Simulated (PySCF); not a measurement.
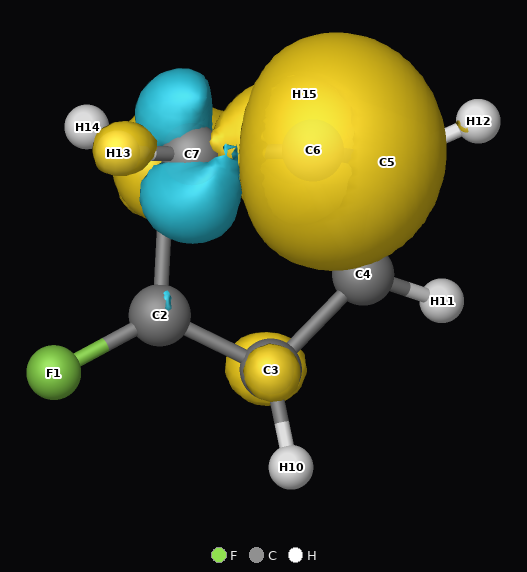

*C₈H₆F (doublet). Isosurfaces of the spin density (α minus β) at +0.015 (yellow) and −0.015 e/Å³ (cyan), seen at a tilt.*

Geometry: GFN2-xTB.

Theory: PySCF 2.14.0, density-fitted response routines, UKS B3LYP, pcH-1 on C F H, non-relativistic, mean-field spin-orbit, GIAO.

```xyz
15

F     1.2798   -2.2622   -0.8553
C     0.6223   -1.1032   -0.7180
C     1.0037    0.0820   -1.2065
C     0.0377    1.1027   -0.8003
C    -0.2800    1.3469    0.6977
C     0.3659    0.5211    1.6923
C     0.2350   -0.7729    1.5105
C    -0.5540   -0.9967    0.2002
C    -1.1134    0.3946   -0.1320
H     1.8674    0.2766   -1.8135
H    -0.1081    1.9592   -1.4416
H    -0.6190    2.3404    0.9457
H     0.6555   -1.5899    2.0624
H    -1.2462   -1.8334    0.2199
H    -2.1509    0.5429   -0.3834
```

**Which atoms carry the spin?**

The unpaired spin (1 electron) lies mostly on C6 (about 0.8), in electrons by Hirshfeld's partition.
